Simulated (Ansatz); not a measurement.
# CH2ClSi (charge +1): what the fields show

Input

```
basis:
  gaussian:
    orbitals: def2-TZVPD
crystal:
  periodic: [false, false, false]
  atoms:
    - {symbol: C, position_ang: [-0.486776, -0.084385, -0.463957]}
    - {symbol: Cl, position_ang: [-1.194434, -1.539399, 0.476154]}
    - {symbol: Si, position_ang: [0.374231, -0.165826, 1.205341]}
    - {symbol: H, position_ang: [-0.012077, -0.462956, -1.368339]}
    - {symbol: H, position_ang: [-1.293952, 0.621887, -0.654249]}
total_charge: 1
magnetization:
  spin_polarized: false
hamiltonian:
  xc: pbe0
output: {forces: true, orbitals: {seedname: orbitals}}
```

Launched as:

```sh
ansatz run input.yaml --threads 2 --pin off --max-ram 4350MiB --events-out events.jsonl --progress --plain --runs-dir runs
```

Geometry: r2SCAN-D4/def2-TZVP.

Level of theory: isolated molecule in a Gaussian basis; Kohn-Sham density functional theory, functional PBE0 (Ansatz).

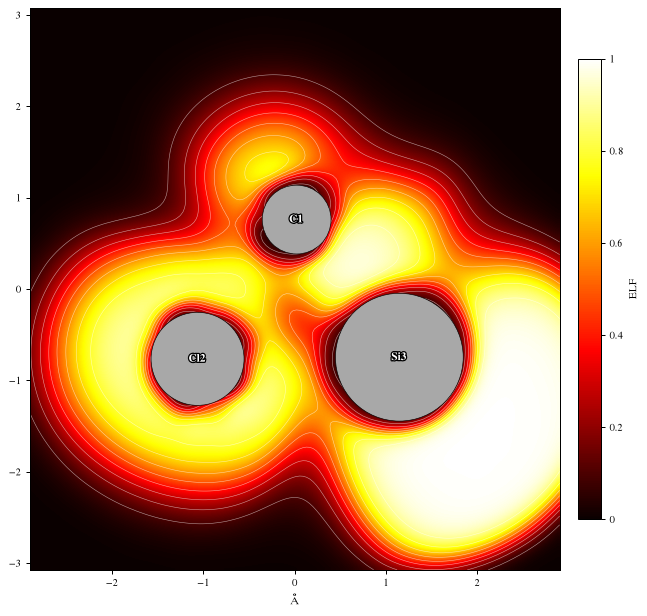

Figure 1. Electron localisation function on the plane of atoms C1, Si3 and Cl2. Grey discs cover the atomic cores.

> Read the bonding off the picture.

The section cuts through C, Cl and Si sites.
C–Cl (1.87 Å): the ELF peaks at about 0.80 between the atoms, as expected for localised, covalent bonding.
C–Si (1.88 Å): the ELF peaks at about 0.95 between the atoms, as expected for a covalent bond.
Si–Cl (2.21 Å): the ELF peaks at about 0.75 between the atoms (a shared but strongly polarised pair).
The ELF also peaks beside Si3 and Cl2, away from the bonds: lone-pair regions.

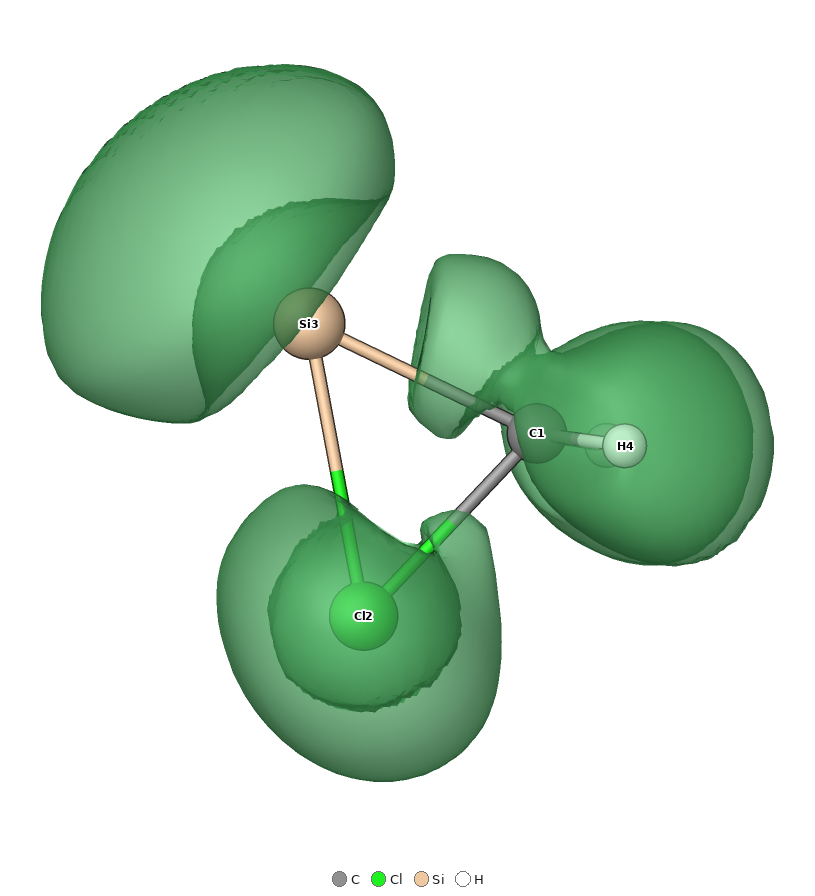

Figure 2. Isosurface of the ELF at 0.75 (green), seen across its widest extent. Only the valence region is drawn (cores and ρ < 0.01 e/Å³ removed).

> Where are the electrons localised?

At this value the surface marks out one region on Cl in which the atom's valence shell and bonds are merged, one lobe on Si, pointing away from the bonds (lone pairs) and one joined region spread over several atoms (C, H), in which their bonds and any lone pairs are merged.

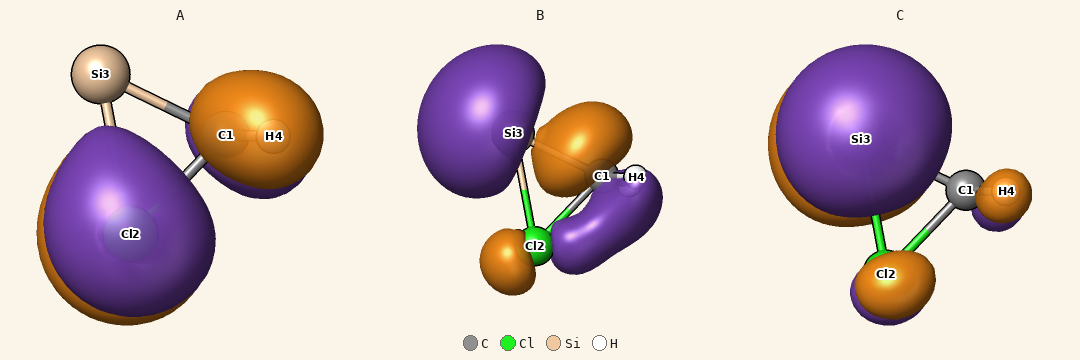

Figure 3. Three frontier orbitals at ±0.1 Å⁻³ᐟ² (orange and purple are the two phases), in no order.

> Order the three orbitals by energy and name them.

A is the HOMO−1 (−15.75 eV). Its weight (Hirshfeld) is mainly on Cl2 (about 70 %) and C1 (about 10 %); largely a lone pair of Cl2. B is the HOMO (−14.21 eV). By Hirshfeld shares it lies mainly on Si3 (about 60 %), C1 (about 25 %) and Cl2 (about 10 %). C is the LUMO (−8.90 eV). By Hirshfeld shares it lies mainly on Si3 (about 85 %), Cl2 (about 10 %) and C1 (about 5 %).

> What is the HOMO–LUMO gap?

5.31 eV between the orbital energies.
